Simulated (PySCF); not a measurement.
SMILES C[NH][Ga]([NH]C)[NH]C, GFN2-xTB optimised geometry. Atoms within 1.6 Å of the plane z = 1.2 Å (x, y, z in Å): Ga1 (-0.46, 0.26, 0.00), N2 (-1.58, -1.20, 0.15), C3 (-1.21, -2.60, 0.35), H4 (-2.47, -1.14, -0.33), H6 (-1.94, -3.10, 0.99), H7 (-0.24, -2.63, 0.85), N8 (-1.20, 1.95, 0.00), C9 (-2.62, 2.28, -0.02), H12 (-2.82, 3.16, 0.60), H13 (-3.18, 1.44, 0.41), N14 (1.38, 0.26, 0.00), C15 (2.30, -0.87, 0.00), H16 (1.82, 1.08, 0.42), H17 (2.64, -1.15, 1.00).

Level of theory: B3LYP/def2-SVP (PySCF 2.14.0).

Map of the electrostatic potential (hartree/e), clipped to [-0.08, 0.12] on the plane z = 1.2 Å:

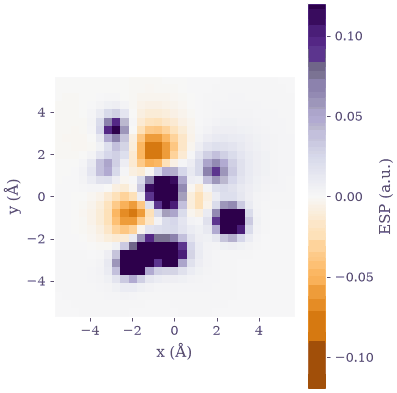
Figure. Electrostatic potential (hartree/e), clipped to [-0.08, 0.12] on the plane z = 1.2 Å.
